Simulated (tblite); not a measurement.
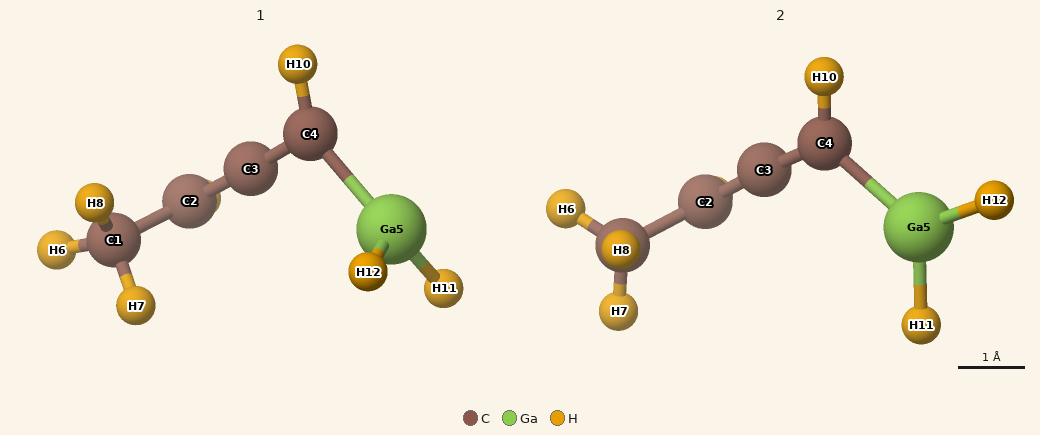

Two geometries of C4H7Ga, drawn at one scale. One is the start of a relaxation, the other its converged end. The picture is a ball-and-stick view, seen at a tilt.

Theory: GFN2-xTB geometry optimisation, gas phase (tblite 0.8.0). 

Question: Which geometry has the lower energy?

Answer: Structure 2 is the relaxed one. Over 98 geometry steps the energy falls by 16.9 kcal/mol. An H atom moves most after the best rigid fit: 1.96 Å. By element the largest moves are H 1.96 Å, C 0.28 Å, Ga 0.19 Å. Some distances before and after: Ga–H 1.416 → 1.587 Å, C–H 1.043 → 1.083 Å, C–Ga 1.967 → 2.005 Å, Ga–H 1.614 → 1.580 Å. Bond angles that change, for instance: Ga–C–H 141.7° → 120.2°, C–C–Ga 105.7° → 119.1°, C–C–H 128.1° → 116.1°. Groups turn about C–C by about 45°.
